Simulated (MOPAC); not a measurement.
# AlBH₄O: frequency calculation (part 2 of 2)

AlBH₄O; PM6, closed shell (MOPAC 23.2.5). The geometry was optimised with PM6.

Geometry of the input (Å):
```
B  -1.2414  0.3879  -0.5992
Al 0.2408  0.1112  0.6513
O  1.5560  -0.8575  0.0069
H  -2.1511  -0.3749  -0.6283
H  -1.2424  1.3244  -1.3294
H  0.3991  0.6329  2.1224
H  2.2889  -0.9836  0.6510
```

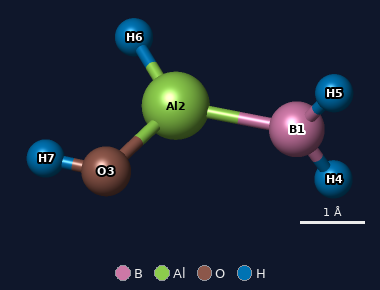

Figure 1. The input geometry (ball-and-stick view, seen at a tilt; atoms are numbered from 1 in the order of the input). Sticks mark near contacts.

### Output, continued
```
   x  B    1    0.1266   -0.1739    0.4317    0.0020   -0.0020   -0.2169   -0.0000
   y  B    1    0.1233   -0.0620   -0.0177    0.0019   -0.0041   -0.0018    0.0000
   z  B    1    0.0000    0.0000    0.0000   -0.0000    0.0000    0.0000   -0.3410
   x Al    2   -0.3510   -0.0964   -0.1951   -0.0360    0.1161    0.0017   -0.0000
   y Al    2   -0.5064    0.0357   -0.0393   -0.0079   -0.1433   -0.0002   -0.0000
   z Al    2   -0.0000    0.0000   -0.0000    0.0000   -0.0000   -0.0000   -0.0027
   x  O    3    0.2819    0.1578    0.1129   -0.2096   -0.0125   -0.0006    0.0000
   y  O    3    0.6347   -0.2399   -0.0607   -0.0110   -0.0036    0.0000   -0.0000
   z  O    3    0.0000   -0.0000    0.0000    0.0000    0.0000    0.0000   -0.0002
   x  H    4    0.1367    0.2456   -0.4234    0.0002    0.0037    0.3527    0.3478
   y  H    4   -0.1591    0.0575    0.0147   -0.0010    0.0004    0.0027    0.0024
   z  H    4   -0.0566   -0.1773    0.3311   -0.0007   -0.0055    0.5934    0.5665
   x  H    5    0.1367    0.2456   -0.4234    0.0002    0.0037    0.3527   -0.3478
   y  H    5   -0.1591    0.0575    0.0147   -0.0010    0.0004    0.0027   -0.0024
   z  H    5    0.0566    0.1773   -0.3311    0.0006    0.0055   -0.5934    0.5665
   x  H    6   -0.0347    0.0256    0.0293    0.0474   -0.6164   -0.0026   -0.0000
   y  H    6   -0.0670    0.0379    0.0573   -0.0442    0.7626    0.0020   -0.0000
   z  H    6    0.0000    0.0000   -0.0000    0.0000    0.0000   -0.0000   -0.0013
   x  H    7    0.0395   -0.0769   -0.0365    0.9669    0.0648    0.0013    0.0000
   y  H    7    0.0722    0.8215    0.4165    0.1245    0.0060   -0.0008   -0.0000
   z  H    7   -0.0000    0.0000    0.0000   -0.0000   -0.0000    0.0000   -0.0004

          DESCRIPTION OF VIBRATIONS

 VIBRATION          1    1A'         ATOM PAIR     ENERGY CONTRIBUTION    RADIAL
 FREQUENCY           172.40         Al2 -- O 3         +38.7% (263.0%)      0.7%
 TRANSITION DIPOLE   0.3137         B 1 -- Al2         +32.8% (242.4%)      1.2%
 TRAVEL (Ang.)       0.3135         Al2 -- H 6          +9.5% (130.6%)     89.7%
 REDUCED MASS        3.9805         B 1 -- H 4          +6.8% (110.3%)      8.0%
 EFFECTIVE MASS    109.1409
 FORCE CONSTANT      0.0697

 VIBRATION          2    1A"         ATOM PAIR     ENERGY CONTRIBUTION    RADIAL
 FREQUENCY           212.42         B 1 -- H 5         +48.3% (183.0%)      0.1%
 TRANSITION DIPOLE   0.1600         B 1 -- H 4         +48.3% (183.0%)      0.1%
 TRAVEL (Ang.)       0.8132         Al2 -- O 3          +1.4% ( 31.3%)      0.0%
 REDUCED MASS        0.4800         B 1 -- Al2          +1.2% ( 29.4%)      0.0%
 EFFECTIVE MASS      3.2169
 FORCE CONSTANT      0.0128

 VIBRATION          3    2A"         ATOM PAIR     ENERGY CONTRIBUTION    RADIAL
 FREQUENCY           352.34         O 3 -- H 7         +50.9% ( 94.5%)      0.0%
 TRANSITION DIPOLE   0.5952         Al2 -- H 6         +19.0% ( 57.7%)      0.0%
 TRAVEL (Ang.)       0.5445         B 1 -- H 5         +11.6% ( 45.2%)     10.4%
 REDUCED MASS        0.6454         B 1 -- H 4         +11.6% ( 45.2%)     10.4%
 EFFECTIVE MASS      2.3719
 FORCE CONSTANT      0.0472

 VIBRATION          4    3A"         ATOM PAIR     ENERGY CONTRIBUTION    RADIAL
 FREQUENCY           497.45         Al2 -- H 6         +50.9% ( 80.6%)      0.0%
 TRANSITION DIPOLE   0.9740         B 1 -- H 4         +17.3% ( 47.0%)      2.0%
 TRAVEL (Ang.)       0.5078         B 1 -- H 5         +17.3% ( 47.0%)      2.0%
 REDUCED MASS        0.5257         O 3 -- H 7         +10.1% ( 36.0%)      0.0%
 EFFECTIVE MASS      2.3495
 FORCE CONSTANT      0.0766

 VIBRATION          5    2A'         ATOM PAIR     ENERGY CONTRIBUTION    RADIAL
 FREQUENCY           653.80         Al2 -- H 6         +76.3% ( 96.7%)      0.0%
 TRANSITION DIPOLE   1.0535         B 1 -- H 5          +5.4% ( 25.8%)      6.4%
 TRAVEL (Ang.)       0.3576         B 1 -- H 4          +5.4% ( 25.8%)      6.4%
 REDUCED MASS        0.8065         Al2 -- O 3          +5.4% ( 25.8%)     50.9%
 EFFECTIVE MASS      2.4333
 FORCE CONSTANT      0.2031

 VIBRATION          6    4A"         ATOM PAIR     ENERGY CONTRIBUTION    RADIAL
 FREQUENCY           729.28         B 1 -- H 4         +38.0% ( 86.1%)     10.2%
 TRANSITION DIPOLE   0.4935         B 1 -- H 5         +38.0% ( 86.1%)     10.2%
 TRAVEL (Ang.)       0.3633         B 1 -- Al2         +19.3% ( 61.4%)      0.0%
 REDUCED MASS        0.7004         Al2 -- H 6          +4.0% ( 28.0%)      0.0%
 EFFECTIVE MASS      4.6769
 FORCE CONSTANT      0.2195

 VIBRATION          7    3A'         ATOM PAIR     ENERGY CONTRIBUTION    RADIAL
 FREQUENCY           804.52         B 1 -- Al2         +41.7% (104.7%)     97.5%
 TRANSITION DIPOLE   0.6265         B 1 -- H 5         +20.4% ( 73.2%)     39.4%
 TRAVEL (Ang.)       0.1517         B 1 -- H 4         +20.4% ( 73.2%)     39.4%
 REDUCED MASS        3.6441         Al2 -- O 3          +9.4% ( 49.7%)     32.9%
 EFFECTIVE MASS     15.2275
 FORCE CONSTANT      1.3897

 VIBRATION          8    4A'         ATOM PAIR     ENERGY CONTRIBUTION    RADIAL
 FREQUENCY           924.91         B 1 -- H 5         +38.8% ( 60.8%)      0.1%
 TRANSITION DIPOLE   0.4972         B 1 -- H 4         +38.8% ( 60.8%)      0.1%
 TRAVEL (Ang.)       0.2752         B 1 -- Al2          +9.5% ( 30.2%)     14.3%
 REDUCED MASS        0.9627         Al2 -- O 3          +5.6% ( 23.2%)     96.3%
 EFFECTIVE MASS      3.6651
 FORCE CONSTANT      0.4852

 VIBRATION          9    5A'         ATOM PAIR     ENERGY CONTRIBUTION    RADIAL
 FREQUENCY           941.81         Al2 -- O 3         +51.6% ( 92.7%)     99.3%
 TRANSITION DIPOLE   2.7663         O 3 -- H 7         +18.4% ( 55.4%)     14.0%
 TRAVEL (Ang.)       0.0969         B 1 -- Al2         +14.0% ( 48.3%)     36.5%
 REDUCED MASS        7.6252         Al2 -- H 6         +10.1% ( 41.0%)      7.0%
 EFFECTIVE MASS     18.1105
 FORCE CONSTANT      3.9850

 VIBRATION         10    6A'         ATOM PAIR     ENERGY CONTRIBUTION    RADIAL
 FREQUENCY          1115.75         O 3 -- H 7         +75.4% ( 86.7%)      5.7%
 TRANSITION DIPOLE   0.5895         B 1 -- H 4          +9.7% ( 31.2%)      1.6%
 TRAVEL (Ang.)       0.3149         B 1 -- H 5          +9.7% ( 31.2%)      1.6%
 REDUCED MASS        0.6096         Al2 -- O 3          +2.8% ( 16.8%)     15.4%
 EFFECTIVE MASS      2.0891
 FORCE CONSTANT      0.4471

 VIBRATION         11    7A'         ATOM PAIR     ENERGY CONTRIBUTION    RADIAL
 FREQUENCY          1156.17         B 1 -- H 4         +32.1% ( 59.4%)      2.5%
 TRANSITION DIPOLE   0.0700         B 1 -- H 5         +32.1% ( 59.4%)      2.5%
 TRAVEL (Ang.)       0.3060         B 1 -- Al2         +17.3% ( 43.6%)     99.9%
 REDUCED MASS        0.6228         O 3 -- H 7         +15.8% ( 41.7%)     10.3%
 EFFECTIVE MASS      3.6485
 FORCE CONSTANT      0.4905

 VIBRATION         12    8A'         ATOM PAIR     ENERGY CONTRIBUTION    RADIAL
 FREQUENCY          2538.15         O 3 -- H 7         +99.2% ( 99.7%)     98.1%
 TRANSITION DIPOLE   1.3181         Al2 -- H 6          +0.5% (  6.8%)     78.6%
 TRAVEL (Ang.)       0.1680         Al2 -- O 3          +0.3% (  5.4%)     18.2%
 REDUCED MASS        0.9415
 EFFECTIVE MASS      1.3106
 FORCE CONSTANT      3.5735

 VIBRATION         13    9A'         ATOM PAIR     ENERGY CONTRIBUTION    RADIAL
 FREQUENCY          2572.60         Al2 -- H 6         +99.2% ( 99.8%)    100.0%
 TRANSITION DIPOLE   0.8092         O 3 -- H 7          +0.4% (  6.5%)     97.8%
 TRAVEL (Ang.)       0.1650         B 1 -- Al2          +0.2% (  4.6%)     41.8%
 REDUCED MASS        0.9630         Al2 -- O 3          +0.2% (  4.5%)     15.5%
 EFFECTIVE MASS      1.3309
 FORCE CONSTANT      3.7550

 VIBRATION         14   10A'         ATOM PAIR     ENERGY CONTRIBUTION    RADIAL
 FREQUENCY          2849.46         B 1 -- H 4         +49.7% ( 70.7%)     94.5%
 TRANSITION DIPOLE   0.0873         B 1 -- H 5         +49.7% ( 70.7%)     94.5%
 TRAVEL (Ang.)       0.2217         B 1 -- Al2          +0.6% (  7.6%)    100.0%
 REDUCED MASS        0.4816
 EFFECTIVE MASS      1.2539
 FORCE CONSTANT      2.3037

 VIBRATION         15    5A"         ATOM PAIR     ENERGY CONTRIBUTION    RADIAL
 FREQUENCY          2941.93         B 1 -- H 4         +49.3% ( 71.4%)     97.4%
 TRANSITION DIPOLE   0.2042         B 1 -- H 5         +49.3% ( 71.4%)     97.4%
 TRAVEL (Ang.)       0.2061         B 1 -- Al2          +1.4% ( 12.1%)      0.0%
 REDUCED MASS        0.5397
 EFFECTIVE MASS      1.6179
 FORCE CONSTANT      2.7521

      SYMMETRY NUMBER FOR POINT-GROUP Cs  =  1

          SYSTEM IS A GROUND STATE

 frequencies of AlBH4O

          MOLECULE IS NOT LINEAR

          THERE ARE 15 GENUINE VIBRATIONS IN THIS SYSTEM
          THIS THERMODYNAMICS CALCULATION IS LIMITED TO
          MOLECULES WHICH HAVE NO INTERNAL ROTATIONS

                    CALCULATED THERMODYNAMIC PROPERTIES
                                          *
   TEMP. (K)   PARTITION FUNCTION   H.O.F.    ENTHALPY  HEAT CAPACITY ENTROPY
                                   KCAL/MOL   CAL/MOLE    CAL/K/MOL  CAL/K/MOL

 298.00  VIB.     0.4205D+01                  1367.3223    10.2748     7.4426
         ROT.     0.3124D+05                   888.2803     2.9808    23.5470
         INT.     0.1314D+06                  2255.6026    13.2556    30.9896
         TRA.     0.4251D+27                  1480.4672     4.9680    38.0829
         TOT.                       -8.774    3736.0698    18.2236    69.0725

 100.00  VIB.     0.1154D+01                    82.7462     2.6097     1.1113
         ROT.     0.6072D+04                   298.0806     2.9808    20.2922
         INT.     0.7004D+04                   380.8268     5.5905    21.4035
         TRA.     0.8263D+26                   496.8011     4.9680    32.6582
         TOT.                      -11.633     877.6279    10.5585    54.0617

 400.00  VIB.     0.9487D+01                  2583.9105    13.4325    10.9308
         ROT.     0.4858D+05                  1192.3226     2.9808    24.4245
         INT.     0.4608D+06                  3776.2331    16.4133    35.3553
         TRA.     0.6611D+27                  1987.2043     4.9680    39.5453
         TOT.                       -6.747    5763.4373    21.3813    74.9007

 700.00  VIB.     0.1059D+03                  7554.3752    19.0764    20.0565
         ROT.     0.1125D+06                  2086.5645     2.9808    26.0926
         INT.     0.1190D+08                  9640.9396    22.0572    46.1491
         TRA.     0.1530D+28                  3477.6075     4.9680    42.3255
         TOT.                        0.608   13118.5471    27.0252    88.4747

1000.00  VIB.     0.9615D+03                 13811.8280    22.3988    27.4609
         ROT.     0.1920D+06                  2980.8064     2.9808    27.1558
         INT.     0.1846D+09                 16792.6344    25.3797    54.6167
         TRA.     0.2613D+28                  4968.0106     4.9680    44.0975
         TOT.                        9.250   21760.6450    30.3477    98.7142

   *: NOTE: HEATS OF FORMATION ARE RELATIVE TO THE
            ELEMENTS IN THEIR STANDARD STATE AT 298K
              (=  Standard Enthalpy of Formation).

            Hvib:  Zero-point energy is not included.
                   frequencies of less than zero cm-1 are not included.
            Hrot = (3/2)RT
            Htra = (3/2)RT + pV = (5/2)RT

            Heat capacity is Cp, not Cv

           FORCE CONSTANT IN CARTESIAN COORDINATES (Millidynes/A)

    ATOM   CHEMICAL       X               Y               Z
   NUMBER   SYMBOL  FORCE CONSTANT  FORCE CONSTANT  FORCE CONSTANT

      1       B        6.297640        1.525061        6.986630
      2      Al        6.467865        6.453985        1.043629
      3       O        4.129689        4.902669        0.182889
      4       H        1.553702        0.194206        3.476807
      5       H        1.553580        0.194209        3.476926
      6       H        1.650856        2.399793        0.121982
      7       H        3.600355        0.717909        0.080403

 *                    *
 * JOB ENDED NORMALLY *
 *                    *

 TOTAL JOB TIME:             0.08 SECONDS

 == MOPAC DONE ==
```

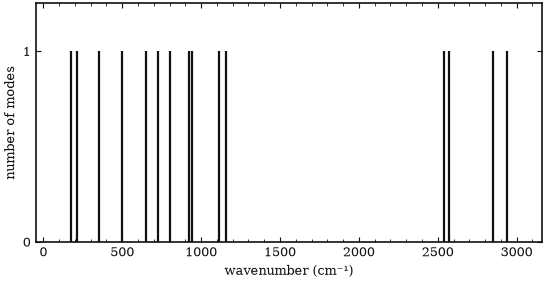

Figure 2. Harmonic vibrational wavenumbers from the force constants; neighbouring modes closer than 13 cm⁻¹ are counted in one stick. 15 modes from 172 to 2942 cm⁻¹, none imaginary.
